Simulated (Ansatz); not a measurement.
**CH4BNO: rotation by 180° about the N1–B2 bond**

Aim: the minimum-energy path and barrier of the rotation by 180° about the N1–B2 bond. The ends are relaxed first, then joined by a nudged elastic band. SMILES of the start: NB1CO1.

Method: RKS B3LYP-D4/6-31G*, in Ansatz 0.2.0.

**1. Starting point**

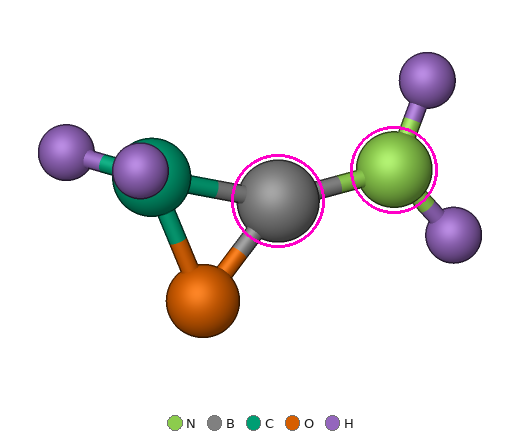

Start, viewed from a chosen angle; nitrogen green, boron grey, carbon teal, oxygen orange, hydrogen purple. Ringed: N1, B2.

Structure file:

```xyz
8

N    -0.8756    1.2076   -0.2803
B    -0.0973    0.0723   -0.1992
C     0.7619   -0.9718    0.4738
O     0.3937   -0.9265   -0.9465
H    -1.2815    1.5196   -1.1448
H    -1.0841    1.7969    0.5038
H     0.3537   -1.8435    0.9722
H     1.8293   -0.8545    0.6210
```

**2. Relaxing end A**

Contents of input.yaml:

```yaml
crystal:
  periodic: [false, false, false]
  atoms:
    - { symbol: "N", position_ang: [-0.87555, 1.20762, -0.28033] }
    - { symbol: B, position_ang: [-0.09731, 0.07228, -0.19919] }
    - { symbol: C, position_ang: [0.76194, -0.97183, 0.47379] }
    - { symbol: O, position_ang: [0.39369, -0.9265, -0.94653] }
    - { symbol: H, position_ang: [-1.28154, 1.5196, -1.14484] }
    - { symbol: H, position_ang: [-1.08413, 1.7969, 0.5038] }
    - { symbol: H, position_ang: [0.35365, -1.84354, 0.97225] }
    - { symbol: H, position_ang: [1.82926, -0.85452, 0.62104] }
basis:
  gaussian: { orbitals: "6-31G*" }
hamiltonian:
  xc: b3lyp
  dispersion: d4
relax:
  f_tol: 0.015
  max_steps: 40
```

Run with:

```
$ ansatz run input.yaml --threads 1 --pin off --max-ram 2048MiB --backend cpu --events-out ev --progress --plain --runs-dir out
```

The log of the run (excerpt; [...] marks lines left out):

```text
Warning: RAYON_NUM_THREADS=1 ignored (pool sized by the plan → 1); use --threads N
[...]
Functional definition: B3LYP
[...]
757 factors; integrals over basis functions are off by at most 3.5e-4 eV
[...]
mean field -5316.24578384 eV, -195.3684290753 hartree, gradient 1.6e-5 eV, S^2 0.000000; 0 other end points of the search recorded, 0 dependent functions left out
[...]
reference -5316.24595205 eV, -195.3684352569 hartree; 15, 15 occupied and 53, 53 virtual orbitals, 757 factors
relax step   1: F+E_penalty+E_count = -5316.41534422 eV  Δ(F+E_penalty+E_count) = +0.000e0 eV  max|allowed force component| = 1.471e0 eV/Å  Δτ_max = 0.0000 Å  (23 SCF iters, accepted)
[...]
relax step   5: F+E_penalty+E_count = -5316.45715150 eV  Δ(F+E_penalty+E_count) = -6.515e-5 eV  max|allowed force component| = 5.085e-2 eV/Å  Δτ_max = 0.0048 Å  (23 SCF iters, accepted)
[...]
relax step   6: F+E_penalty+E_count = -5316.45721190 eV  Δ(F+E_penalty+E_count) = -6.041e-5 eV  max|allowed force component| = 4.702e-3 eV/Å  Δτ_max = 0.0036 Å  (19 SCF iters, accepted)
757 factors; integrals over basis functions are off by at most 3.6e-4 eV
mean field -5316.28802425 eV, -195.3699813817 hartree, gradient 8.1e-5 eV, S^2 0.000000; 1 other end points of the search recorded, 0 dependent functions left out
[...]
reference -5316.28819262 eV, -195.3699875694 hartree; 15, 15 occupied and 53, 53 virtual orbitals, 757 factors
Total energy: -5316.45738028 eV, -195.3762051011 hartree
Atom 0 at    -0.878418     1.213331    -0.283839 Å, force    -0.003669     0.004702    -0.001353 eV/Å
Atom 1 at    -0.092310     0.070756    -0.189958 Å, force     0.001290    -0.001374    -0.001155 eV/Å
Atom 2 at     0.768946    -0.978718     0.484388 Å, force     0.000007    -0.000917    -0.001470 eV/Å
Atom 3 at     0.381224    -0.917816    -0.983445 Å, force     0.000193    -0.000278     0.000823 eV/Å
Atom 4 at    -1.289644     1.520523    -1.154297 Å, force     0.000573     0.000321     0.003013 eV/Å
Atom 5 at    -1.085063     1.802427     0.507830 Å, force     0.000063    -0.001035    -0.002084 eV/Å
Atom 6 at     0.353068    -1.853180     0.985656 Å, force     0.001830    -0.000008     0.000912 eV/Å
Atom 7 at     1.842207    -0.857313     0.633655 Å, force    -0.000286    -0.001411     0.001312 eV/Å
Dipole moment:    -0.229293     0.432745     0.254131 e Å
```

Run time: 26 s. Hardware: 1 thread of Intel Xeon at 2.70GHz, shared host; peak memory 0.17 GiB.

Relaxation path:

```csv
step,energy from step 1 (eV),largest force component (eV/Å)
1,0.0000,1.4714
2,-0.0297,0.7511
3,-0.0406,0.1740
4,-0.0417,0.0609
5,-0.0418,0.0508
6,-0.0419,0.0047
```

Step 1 is the start.

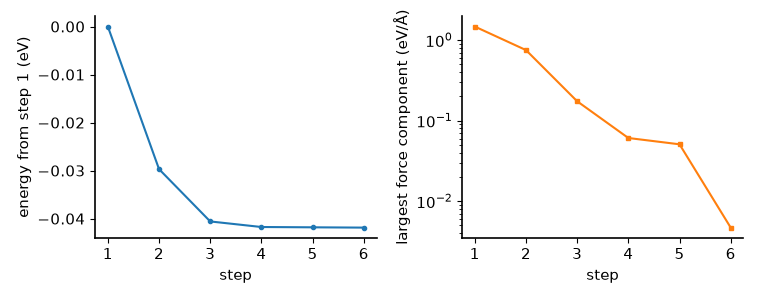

How energy and force went from step to step.

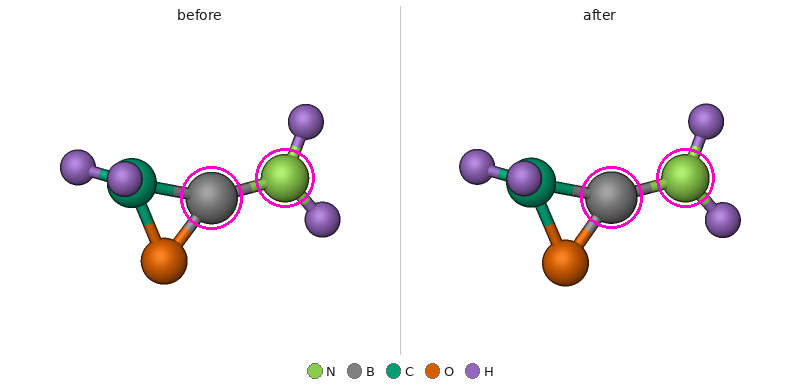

Before and after, at one scale.

After: Bond lengths: N1–B2 1.390 Å, B2–C3 1.516 Å, B2–O4 1.353 Å, C3–O4 1.519 Å, N1–H5 1.011 Å, N1–H6 1.008 Å, C3–H7 1.090 Å, C3–H8 1.090 Å. Angles: N1–B2–C3 157.0°, N1–B2–O4 139.4°, C3–B2–O4 63.7°, B2–N1–H5 122.6°, B2–N1–H6 122.9°, H5–N1–H6 114.5°, B2–C3–O4 53.0°, B2–C3–H7 122.9°, B2–C3–H8 122.9°, O4–C3–H7 112.3°, O4–C3–H8 112.3°, H7–C3–H8 113.7°, B2–O4–C3 63.4°.

**3. Relaxing end B**

The second end starts from a geometry with the move made by hand.

Contents of input.yaml:

```yaml
crystal:
  periodic: [false, false, false]
  atoms:
    - { symbol: "N", position_ang: [-0.87555, 1.20762, -0.28033] }
    - { symbol: B, position_ang: [-0.09731, 0.07228, -0.19919] }
    - { symbol: C, position_ang: [0.60605, -1.16324, -0.70925] }
    - { symbol: O, position_ang: [0.6032, -0.66719, 0.67238] }
    - { symbol: H, position_ang: [-1.28154, 1.5196, -1.14484] }
    - { symbol: H, position_ang: [-1.08413, 1.7969, 0.5038] }
    - { symbol: H, position_ang: [1.59755, -1.14234, -1.14691] }
    - { symbol: H, position_ang: [0.11949, -2.12778, -0.79595] }
basis:
  gaussian: { orbitals: "6-31G*" }
hamiltonian:
  xc: b3lyp
  dispersion: d4
relax:
  f_tol: 0.015
  max_steps: 40
```

Run with:

```
$ ansatz run input.yaml --threads 1 --pin off --max-ram 2048MiB --backend cpu --events-out ev --progress --plain --runs-dir out
```

The log of the run (excerpt; [...] marks lines left out):

```text
Warning: RAYON_NUM_THREADS=1 ignored (pool sized by the plan → 1); use --threads N
[...]
[... 1 set-up line as earlier in the session ...]
[...]
757 factors; integrals over basis functions are off by at most 3.4e-4 eV
[...]
mean field -5316.24652080 eV, -195.3684561580 hartree, gradient 1.6e-5 eV, S^2 0.000000; 0 other end points of the search recorded, 0 dependent functions left out
[...]
reference -5316.24668901 eV, -195.3684623397 hartree; 15, 15 occupied and 53, 53 virtual orbitals, 757 factors
relax step   1: F+E_penalty+E_count = -5316.41608737 eV  Δ(F+E_penalty+E_count) = +0.000e0 eV  max|allowed force component| = 1.462e0 eV/Å  Δτ_max = 0.0000 Å  (23 SCF iters, accepted)
[...]
relax step   4: F+E_penalty+E_count = -5316.45620452 eV  Δ(F+E_penalty+E_count) = -7.189e-4 eV  max|allowed force component| = 1.352e-1 eV/Å  Δτ_max = 0.0198 Å  (26 SCF iters, accepted)
[...]
reference -5316.28819225 eV, -195.3699875557 hartree; 15, 15 occupied and 53, 53 virtual orbitals, 757 factors
Total energy: -5316.45737381 eV, -195.3762048634 hartree
Atom 0 at    -0.879287     1.213258    -0.287984 Å, force    -0.007821     0.014515     0.005781 eV/Å
Atom 1 at    -0.096712     0.067016    -0.211808 Å, force     0.004112    -0.008954    -0.006186 eV/Å
Atom 2 at     0.611734    -1.174313    -0.717427 Å, force     0.001572     0.000004     0.004699 eV/Å
Atom 3 at     0.595274    -0.645808     0.706971 Å, force    -0.002447     0.004241     0.002857 eV/Å
Atom 4 at    -1.296729     1.535881    -1.147136 Å, force     0.003003    -0.005106    -0.001146 eV/Å
Atom 5 at    -1.075869     1.792672     0.516306 Å, force     0.002572    -0.004093    -0.000641 eV/Å
Atom 6 at     1.610042    -1.149502    -1.155338 Å, force    -0.002910    -0.001748    -0.002280 eV/Å
Atom 7 at     0.119306    -2.143352    -0.803875 Å, force     0.001918     0.001141    -0.003084 eV/Å
Dipole moment:    -0.301384     0.342115    -0.311268 e Å
```

It took 22 s on 1 thread of Intel Xeon at 2.70GHz, shared host; peak memory 0.17 GiB.

The steps of the relaxation:

```csv
step,energy from step 1 (eV),largest force component (eV/Å)
1,0.0000,1.4621
2,-0.0289,0.7473
3,-0.0394,0.1822
4,-0.0401,0.1352
5,-0.0411,0.0145
```

Step 1 is the start.

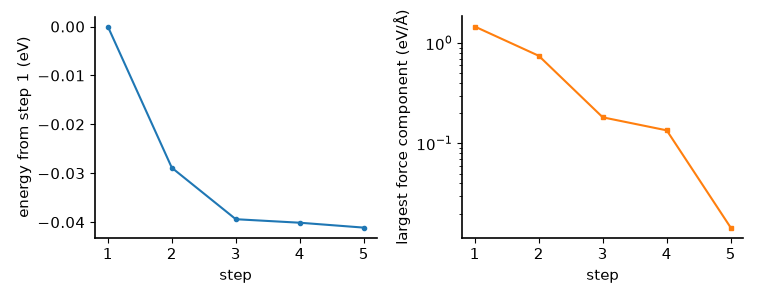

How energy and force went from step to step.

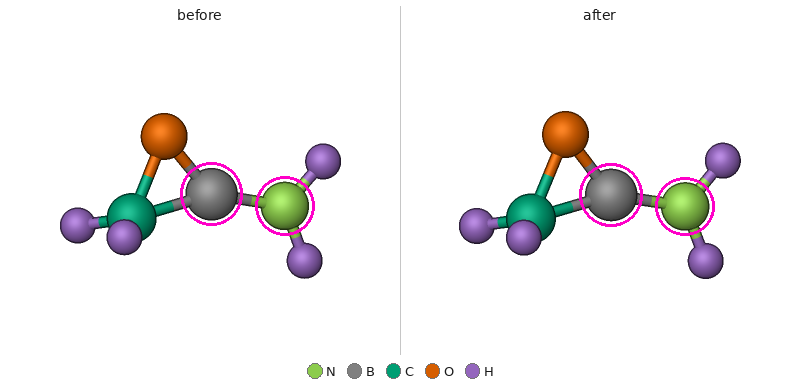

The structure before (left) and after (right), drawn at the same scale.

After: Bond lengths: N1–B2 1.390 Å, B2–C3 1.516 Å, B2–O4 1.353 Å, C3–O4 1.519 Å, N1–H5 1.008 Å, N1–H6 1.011 Å, C3–H7 1.090 Å, C3–H8 1.090 Å. Angles: N1–B2–C3 156.9°, N1–B2–O4 139.4°, C3–B2–O4 63.7°, B2–N1–H5 122.9°, B2–N1–H6 122.6°, H5–N1–H6 114.5°, B2–C3–O4 52.9°, B2–C3–H7 122.9°, B2–C3–H8 122.9°, O4–C3–H7 112.2°, O4–C3–H8 112.2°, H7–C3–H8 113.7°, B2–O4–C3 63.4°.

**4. The band**

crystal.atoms is end A as relaxed above, and neb.final_atoms is end B, turned to lie on A. With 7 inner images the band has 9 in all.

Contents of input.yaml:

```yaml
crystal:
  periodic: [false, false, false]
  atoms:
    - { symbol: "N", position_ang: [-0.878418, 1.213331, -0.283839] }
    - { symbol: B, position_ang: [-0.09231, 0.070756, -0.189958] }
    - { symbol: C, position_ang: [0.768946, -0.978718, 0.484388] }
    - { symbol: O, position_ang: [0.381224, -0.917816, -0.983445] }
    - { symbol: H, position_ang: [-1.289644, 1.520523, -1.154297] }
    - { symbol: H, position_ang: [-1.085063, 1.802427, 0.50783] }
    - { symbol: H, position_ang: [0.353068, -1.85318, 0.985656] }
    - { symbol: H, position_ang: [1.842207, -0.857313, 0.633655] }
basis:
  gaussian: { orbitals: "6-31G*" }
hamiltonian:
  xc: b3lyp
  dispersion: d4
neb:
  order_check: false
  images: 7
  f_tol: 0.03
  max_iterations: 53
  initial_path: idpp
  final_atoms:
    - { symbol: "N", position_ang: [-0.87822668, 1.21331642, -0.28382483] }
    - { symbol: B, position_ang: [-0.09232913, 0.07061467, -0.19057848] }
    - { symbol: C, position_ang: [0.76888319, -0.97863483, 0.48457544] }
    - { symbol: O, position_ang: [0.3816661, -0.91827293, -0.98338828] }
    - { symbol: H, position_ang: [-1.08533196, 1.8022602, 0.50784317] }
    - { symbol: H, position_ang: [-1.2898984, 1.52141775, -1.15379462] }
    - { symbol: H, position_ang: [0.3530301, -1.85337223, 0.98547582] }
    - { symbol: H, position_ang: [1.84221677, -0.85731906, 0.63368178] }
```

Run with:

```
$ ansatz run input.yaml --threads 1 --pin off --max-ram 2048MiB --backend cpu --events-out ev --progress --plain --runs-dir out
```

The log of the run (excerpt; [...] marks lines left out):

```text
Warning: RAYON_NUM_THREADS=1 ignored (pool sized by the plan → 1); use --threads N
[...]
[... 1 set-up line as earlier in the session ...]
[...]
758 factors; integrals over basis functions are off by at most 3.7e-4 eV
[...]
mean field -5316.28802364 eV, -195.3699813593 hartree, gradient 2.1e-5 eV, S^2 0.000000; 0 other end points of the search recorded, 0 dependent functions left out
[...]
reference -5316.28819187 eV, -195.3699875418 hartree; 15, 15 occupied and 53, 53 virtual orbitals, 758 factors
758 factors; integrals over basis functions are off by at most 3.7e-4 eV
[...]
mean field -5316.28802325 eV, -195.3699813448 hartree, gradient 2.1e-5 eV, S^2 0.000000; 0 other end points of the search recorded, 0 dependent functions left out
[...]
reference -5316.28819149 eV, -195.3699875278 hartree; 15, 15 occupied and 53, 53 virtual orbitals, 758 factors
[...]
NEB iter  14: max|band force component| = 9.998e-3 eV/Å  barrier→ = 0.6974 eV  barrier← = 0.6974 eV  CI = image 4  Δτ_max = 0.0000 Å  (324 SCF iters)
Total energy: -5315.75994972 eV, -195.3505750008 hartree
Atom 0 at    -0.798668     1.325825    -0.501934 Å, force    -0.001717    -0.005669     0.009292 eV/Å
Atom 1 at     0.000846     0.140129    -0.292785 Å, force    -0.003286     0.009701    -0.003591 eV/Å
Atom 2 at     0.614603    -1.051269     0.450392 Å, force     0.003405    -0.000880    -0.007162 eV/Å
Atom 3 at     0.821937    -0.623395    -1.012554 Å, force     0.000075    -0.001996     0.000442 eV/Å
Atom 4 at    -1.784800     1.147806    -0.316295 Å, force     0.005541     0.002511    -0.002071 eV/Å
Atom 5 at    -0.527589     2.074646     0.133929 Å, force    -0.002304    -0.002234    -0.003568 eV/Å
Atom 6 at     0.132622    -2.026819     0.517795 Å, force    -0.000517    -0.000427     0.003299 eV/Å
Atom 7 at     1.541059    -0.986912     1.021441 Å, force    -0.001198    -0.001005     0.003358 eV/Å
Dipole moment:    -0.273721     0.116283     0.524817 e Å
this run last wrote the band of iteration 14 to <dir>
```

Wall time 5.4 min (1 thread of Intel Xeon at 2.70GHz, shared host); peak memory 0.14 GiB.

**5. Images and barrier**

Images 0 and 8 are the ends. Energies count from image 0; the path length is the program's own measure over all atoms.

| image | path (Å) | energy (eV) | dihedral H5–N1–B2–O4 (°) | band force (eV/Å) |
| --- | --- | --- | --- | --- |
| 0 | 0.000 | 0.0000 | 0 | - |
| 1 | 0.421 | 0.0980 | 28 | 0.010 |
| 2 | 0.842 | 0.3495 | 62 | 0.010 |
| 3 | 1.263 | 0.5986 | 94 | 0.006 |
| 4* | 1.685 | 0.6974 | 121 | 0.010 |
| 5 | 2.106 | 0.5989 | 143 | 0.009 |
| 6 | 2.528 | 0.3498 | 161 | 0.010 |
| 7 | 2.949 | 0.0981 | 173 | 0.005 |
| 8 | 3.371 | 0.0000 | 180 | - |

The star marks the climbing image.

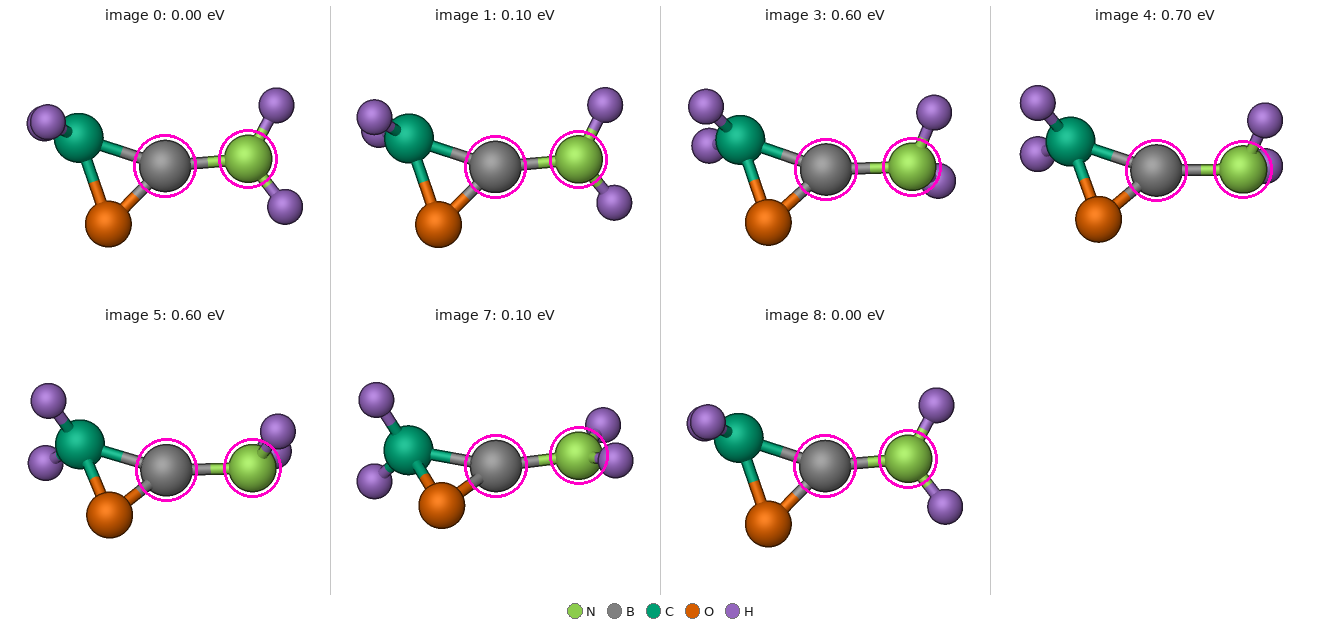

The images of the last band, seen from a free direction. Ringed: N1, B2. Sticks join atoms closer than a bonding distance in each image.

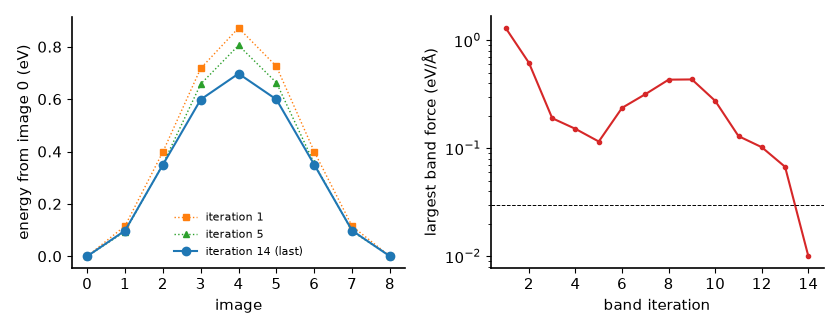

Left: energy of each image for early iterations and the last one (lines only join the points; early values far above the last band run off the scale). Right: the largest band force by iteration, with the threshold dashed.

The top of the band by iteration:

```csv
iteration,highest image above image 0 (eV),largest band force (eV/Å)
1,0.8720,1.303
3,0.8107,0.190
5,0.8055,0.116
7,0.7881,0.317
9,0.7180,0.434
11,0.6980,0.130
13,0.6978,0.067
14,0.6974,0.010
```

The band as a trajectory file:

```xyz
8
image=0 dE=0.0000
N    -0.878    1.213   -0.284
B    -0.092    0.071   -0.190
C     0.769   -0.979    0.484
O     0.381   -0.918   -0.983
H    -1.290    1.521   -1.154
H    -1.085    1.802    0.508
H     0.353   -1.853    0.986
H     1.842   -0.857    0.634
8
image=1 dE=0.0980
N    -0.806    1.266   -0.313
B    -0.021    0.116   -0.223
C     0.749   -0.987    0.476
O     0.479   -0.855   -1.017
H    -1.507    1.382   -1.031
H    -0.938    1.870    0.483
H     0.239   -1.861    0.884
H     1.804   -0.932    0.740
8
image=2 dE=0.3495
N    -0.755    1.319   -0.385
B     0.008    0.137   -0.253
C     0.708   -1.001    0.475
O     0.585   -0.790   -1.035
H    -1.662    1.262   -0.830
H    -0.783    1.940    0.411
H     0.172   -1.907    0.767
H     1.728   -0.960    0.850
8
image=3 dE=0.5986
N    -0.755    1.343   -0.463
B     0.011    0.144   -0.277
C     0.660   -1.023    0.469
O     0.704   -0.713   -1.034
H    -1.752    1.179   -0.582
H    -0.645    2.008    0.294
H     0.140   -1.966    0.646
H     1.637   -0.972    0.946
8
image=4 dE=0.6974
N    -0.799    1.326   -0.502
B     0.001    0.140   -0.293
C     0.615   -1.051    0.450
O     0.822   -0.623   -1.013
H    -1.785    1.148   -0.316
H    -0.528    2.075    0.134
H     0.133   -2.027    0.518
H     1.541   -0.987    1.021
8
image=5 dE=0.5989
N    -0.847    1.286   -0.465
B    -0.016    0.131   -0.284
C     0.580   -1.091    0.416
O     0.920   -0.530   -0.971
H    -1.775    1.176   -0.069
H    -0.453    2.141   -0.081
H     0.144   -2.088    0.379
H     1.447   -1.024    1.075
8
image=6 dE=0.3498
N    -0.866    1.256   -0.366
B    -0.024    0.126   -0.258
C     0.556   -1.132    0.373
O     0.997   -0.444   -0.920
H    -1.732    1.235    0.153
H    -0.445    2.176   -0.327
H     0.157   -2.134    0.232
H     1.357   -1.082    1.113
8
image=7 dE=0.0981
N    -0.845    1.257   -0.244
B    -0.014    0.136   -0.213
C     0.542   -1.164    0.335
O     1.059   -0.371   -0.858
H    -1.666    1.312    0.338
H    -0.522    2.154   -0.577
H     0.169   -2.154    0.077
H     1.277   -1.169    1.141
8
image=8 dE=0.0000
N    -0.878    1.213   -0.283
B    -0.092    0.071   -0.191
C     0.769   -0.979    0.484
O     0.381   -0.918   -0.984
H    -1.085    1.802    0.508
H    -1.290    1.522   -1.153
H     0.353   -1.854    0.985
H     1.842   -0.858    0.633
```

(Part 1 of 2 ends here.)
